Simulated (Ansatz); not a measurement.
**BSiH₄OF: one change and its effect**

System: BSiH₄OF.
Method of run 1: RKS SPW92/def2-TZVPP (Ansatz 0.2.0).

The geometry comes from this level: PBE0-D4/def2-TZVP. Text and figures count atoms from 1; the logs count them from 0 in places.

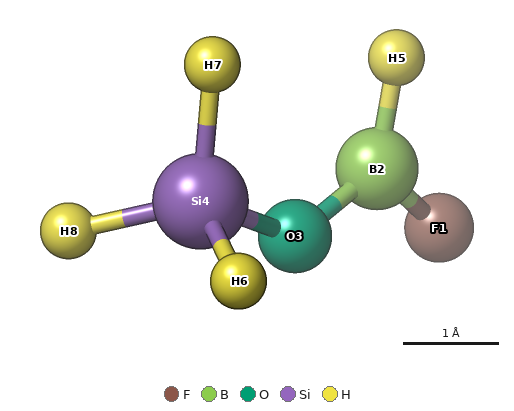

Fig. 1: The input geometry (ball-and-stick view, seen at a tilt; atoms are numbered from 1 in the order of the input). Bond lengths as drawn: B–F 1.32 Å, B–H 1.20 Å, B–O 1.34 Å, H–Si 1.48 Å and O–Si 1.66 Å.

## The input, run 1
```yaml
crystal:
  periodic: [false, false, false]
  atoms:
    - {symbol: F, position_ang: [-1.599390, -1.699161, 1.426067]}
    - {symbol: B, position_ang: [-0.685357, -0.787650, 1.132975]}
    - {symbol: O, position_ang: [-0.487466, -0.477079, -0.157613]}
    - {symbol: Si, position_ang: [0.521000, 0.572777, -0.945448]}
    - {symbol: H, position_ang: [-0.075329, -0.278522, 2.029773]}
    - {symbol: H, position_ang: [-0.317111, 1.531029, -1.702391]}
    - {symbol: H, position_ang: [1.370707, 1.295658, 0.034572]}
    - {symbol: H, position_ang: [1.365045, -0.214251, -1.873734]}
basis:
  gaussian: {orbitals: def2-TZVPP}
hamiltonian: {xc: lda}
output: {orbitals: {seedname: orbitals}}
```

Hardware: 2 CPU threads, shared host.

## Output (run 1)
```
Functional definition: SPW92
  exchange = slater_x
  correlation = pw_c
1000 factors; their error is unknown
mean field evaluation 1: about -13310.9916 eV, gradient 6.2e1 eV
mean field evaluation 2: about -13283.0891 eV, gradient 1.3e2 eV
mean field evaluation 4: about -13317.1675 eV, gradient 1.3e1 eV
mean field evaluation 8: about -13317.3740 eV, gradient 1.4e-1 eV
mean field evaluation 16: about -13317.3532 eV, gradient 4.0e-5 eV
mean field -13317.35324377 eV, -489.4037048825 hartree, gradient 4.0e-5 eV, S^2 0.000000; 0 other end points of the search recorded, 0 dependent functions left out
reference -13317.35328542 eV, -489.4037064130 hartree; 20, 20 occupied and 171, 171 virtual orbitals, 1000 factors
Total energy: -13317.35328542 eV, -489.4037064130 hartree
```

Run 2 used a changed input.

## The two runs side by side

```csv
quantity,run 1,run 2
outcome,converged,converged
total energy (hartree),−489.403706,−491.928991
HOMO (eV),−8.02,−8.42
LUMO (eV),−1.19,−0.69
basis functions,191,191
wall time (shared host),0.95 s,5.5 s
```

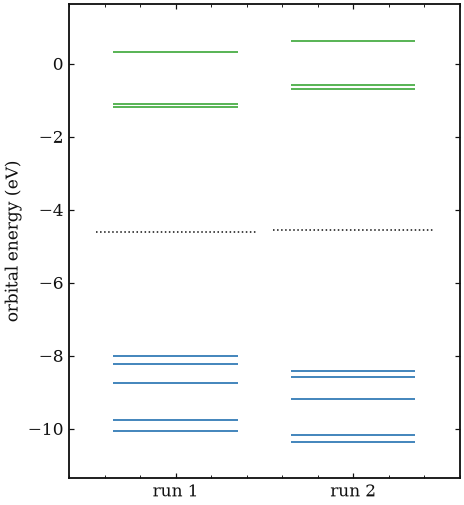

Fig. 2: The five highest filled and three lowest empty orbital energies of the two runs; the dotted lines part filled from empty levels. The HOMO–LUMO gap is 6.84 eV in run 1 and 7.74 eV in run 2.

What was changed in the input?

The change (lines with − go, lines with + come):
```diff
-hamiltonian: {xc: lda}
+hamiltonian: {xc: {name: B97M-V}}
```

The total energies belong to different methods, so their difference says nothing on which is more stable or more accurate. The HOMO goes from −8.02 to −8.42 eV. The LUMO goes from −1.19 to −0.69 eV.

## Output (run 2)
```
Functional definition: B97M-V
  parameter cx00 = 1.000
  parameter cx01 = 1.308
  parameter cx02 = 1.901
  parameter cx10 = 0.416
  parameter cx11 = 3.070
  parameter css00 = 1.000
  parameter css02 = -1.855
  parameter css10 = -5.668
  parameter css32 = -20.497
  parameter css42 = -20.364
  parameter cos00 = 1.000
  parameter cos01 = 1.573
  parameter cos03 = -6.298
  parameter cos10 = 2.535
  parameter cos32 = -6.427
  parameter b = 6.0
  parameter c = 0.01
  gx(w, u) = cx00 + cx01*u + cx02*u^2 + (cx10 + cx11*u)*w
  gss(w, u) = css00 + css02*u^2 + css10*w + (css32*w^3 + css42*w^4)*u^2
  gos(w, u) = cos00 + cos01*u + cos03*u^3 + cos10*w + cos32*w^3*u^2
  exchange = spin_sum(e_x_unif_s*gx(b97_w, b97_u_x))
  correlation = spin_sum(e_c_pw_mod_same_spin*gss(b97_w, b97_u_same))
      + integral(e_c_pw_mod_opposite_spin*gos(b97_w_opposite, b97_u_opposite)) + vv10(b, c)
1000 factors; their error is unknown
mean field evaluation 1: about -13380.8524 eV, gradient 5.7e1 eV
mean field evaluation 2: about -13366.0978 eV, gradient 1.0e2 eV
mean field evaluation 4: about -13386.0033 eV, gradient 7.6e0 eV
mean field evaluation 8: about -13386.0916 eV, gradient 3.2e-1 eV
mean field evaluation 16: about -13386.0697 eV, gradient 1.5e-4 eV
mean field -13386.06971417 eV, -491.9289885917 hartree, gradient 5.8e-5 eV, S^2 0.000000; 0 other end points of the search recorded, 0 dependent functions left out
reference -13386.06977973 eV, -491.9289910012 hartree; 20, 20 occupied and 171, 171 virtual orbitals, 1000 factors
Total energy: -13386.06977973 eV, -491.9289910012 hartree
```
